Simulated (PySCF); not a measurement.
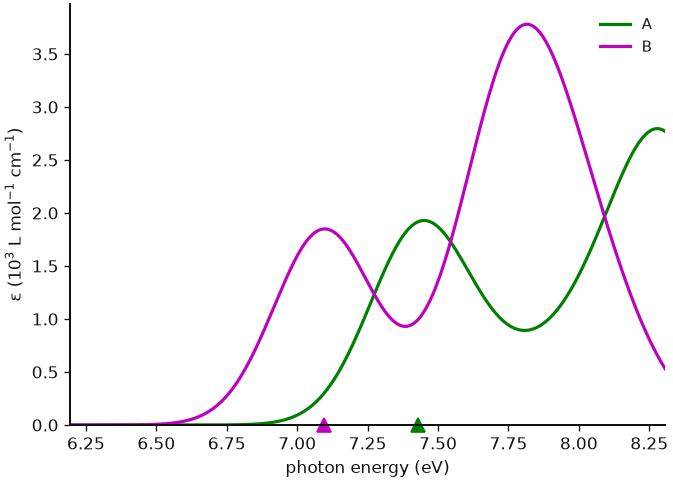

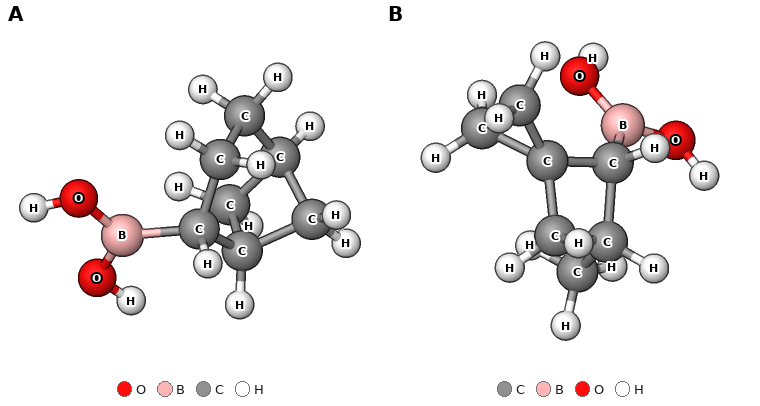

Related molecules: A is C₇H₁₃BO₂, SMILES OB(O)[C@@H]1CC[C@H]2C[C@@H]1C2; B is C₇H₁₃BO₂, SMILES C[C@@H]1CC2(CC2)[C@@H]1B(O)O. Vertical TDDFT absorption, CAM-B3LYP/def2-SVPD with PySCF, at a PBE0-D3(BJ)/def2-SVP geometry (no frequency check); Gaussians of 1/e half-width 0.25 eV, triangles mark S1, and the range ends where the computed states of one molecule run out.

How does the lowest singlet move?

A: 7.43 eV (f = 0.027, mainly HOMO → LUMO (78 %)); B: 7.09 eV (f = 0.028, mainly HOMO → LUMO (83 %)). From A to B it shifts 0.33 eV to the red.

And the brightest state of each within the range drawn?

A: S1 at 7.43 eV, f = 0.03; B: S1 at 7.09 eV, f = 0.03.

Caveats, for all or some of the runs: core orbitals are frozen in the response; one conformer of a flexible molecule.
